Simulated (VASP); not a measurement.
Band structure of Zn (hcp). Computed with LDA (Ceperley-Alder, Perdew-Zunger), VASP's LDA PAW potentials (set 64) (plane waves; VASP).

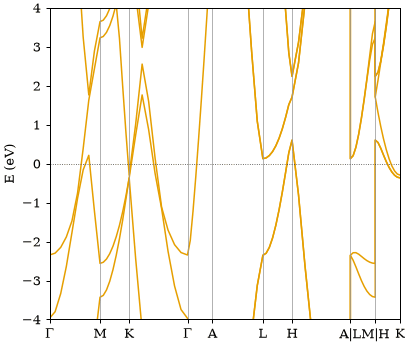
Figure: Bands along high-symmetry lines, zero at the valence-band maximum or, without a gap, the Fermi level

Q: Read the plot: is there a gap, and where are the band edges?

A: It has no gap at this level: it comes out as a metal or semimetal. (Edges off the drawn lines would not show.)

The compound is Zn in the hcp structure. It was relaxed first, which changed the volume by -11 %.
